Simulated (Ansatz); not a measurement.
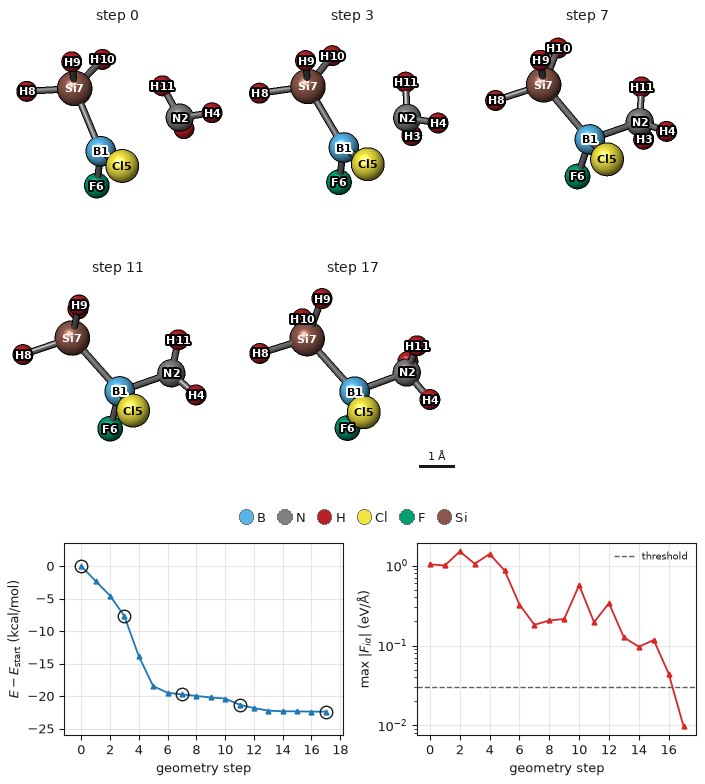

Frames of a relaxation of BSiNH₆ClF, marked on the history of the run. The picture is a ball-and-stick view, seen at a tilt.

The run prepares an end point of a later path (reaction) calculation, from a guessed geometry.

Method: Ansatz 0.2.0, RKS CAM-B3LYP-D4/def2-SVP.

Input
```yaml
crystal:
  periodic: [false, false, false]
  atoms:
    - { symbol: B, position_ang: [0.146298, -0.567804, -0.355821] }
    - { symbol: "N", position_ang: [0.066228, 0.195116, 2.273775] }
    - { symbol: H, position_ang: [-0.879317, 0.351632, 2.629472] }
    - { symbol: H, position_ang: [0.698678, 0.816569, 2.775154] }
    - { symbol: Cl, position_ang: [1.498012, 0.400641, -0.953005] }
    - { symbol: F, position_ang: [-1.07145, -0.104165, -0.581423] }
    - { symbol: Si, position_ang: [0.467943, -2.386128, 0.350153] }
    - { symbol: H, position_ang: [-0.408703, -3.393652, -0.324689] }
    - { symbol: H, position_ang: [1.888296, -2.781013, 0.131373] }
    - { symbol: H, position_ang: [0.193539, -2.537618, 1.81337] }
    - { symbol: H, position_ang: [0.321575, -0.787878, 2.48844] }
basis:
  gaussian: { orbitals: def2-SVP }
hamiltonian:
  xc: cam_b3lyp
  dispersion: d4
relax:
  f_tol: 0.03
  max_steps: 50
```

Run as
```bash
ansatz run input.yaml --threads 4 --pin off --max-ram 5120MiB --backend cpu --events-out ev --progress --plain --runs-dir out
```

What happens along the run?

Over 17 geometry steps the energy falls by 22.4 kcal/mol. Largest force component: 1 eV/Å at the start, 0.0098 eV/Å at the end. The largest move after the best rigid fit is that of H10, 1.20 Å. By element the largest moves are H 1.20 Å, B 0.77 Å, F 0.69 Å, N 0.43 Å, Cl 0.38 Å, Si 0.22 Å. Near-neighbour distances that change, for instance: B1–N2 2.739 → 1.644 Å, B1–Cl5 1.767 → 1.863 Å, B1–Si7 1.977 → 2.043 Å, B1–F6 1.322 → 1.377 Å. New bonds form, among them: B1–N2 (2.74 → 1.64 Å). Among the angles between lasting bonds that change: Cl5–B1–Si7 120.0° → 111.7°, F6–B1–Si7 122.2° → 115.9°, Cl5–B1–F6 117.0° → 112.3°. The run took 33 s on 4 threads of Intel(R) Xeon(R) Platinum 8488C (Sapphire Rapids) (shared host), peak memory 0.31 GiB. From step 0 to 3: H4 moves most (0.46 Å), energy −7.70 kcal/mol. From step 3 to 7: B1 moves most (0.44 Å), energy −12.0 kcal/mol. From step 7 to 11: H11 moves most (0.59 Å), energy −1.58 kcal/mol. From step 11 to 17: H atoms move most (0.46 Å), energy −1.08 kcal/mol.

```csv
step,"E − E(0), kcal/mol","largest force component, eV/Å"
0,0.00,1.0362
1,-2.30,1.0034
2,-4.54,1.5014
3,-7.70,1.0546
4,-13.84,1.3965
5,-18.45,0.8689
6,-19.49,0.3257
7,-19.74,0.1816
8,-19.98,0.2059
9,-20.21,0.2147
10,-20.38,0.5698
11,-21.32,0.1958
12,-21.84,0.3385
13,-22.24,0.1264
14,-22.33,0.0966
15,-22.35,0.1171
16,-22.39,0.0445
17,-22.40,0.0098
```
